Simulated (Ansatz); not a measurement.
Consider AlN in the zinc blende structure (space group F-43m, No. 216; a = 4.378 Å). Axes: x, y, z lie along the cube axes.

It is then changed as follows: biaxial strain −1.25 %, plane normal [111], relaxed out of plane (Cartesian); in-plane vectors clamped, the third vector and the atoms free.

Calculations: DFT with PBEsol, PAW potentials and a 420 eV plane-wave cutoff in Ansatz (a first-principles code), without spin-orbit coupling.

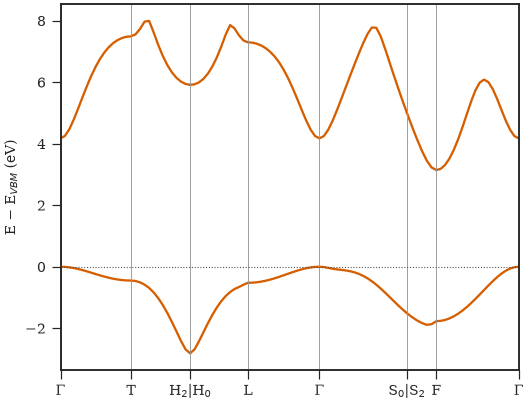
Figure: Highest valence and lowest conduction band along the path of the changed cell's own zone

Read the changed gap and its character from the plot.

About 3.1 eV, indirect, Γ → F.

Whether these cells are dynamically stable was not tested. This is not the structure that AlN has at room temperature and ambient pressure. Labels are those of the standard path for the cell's own space group.
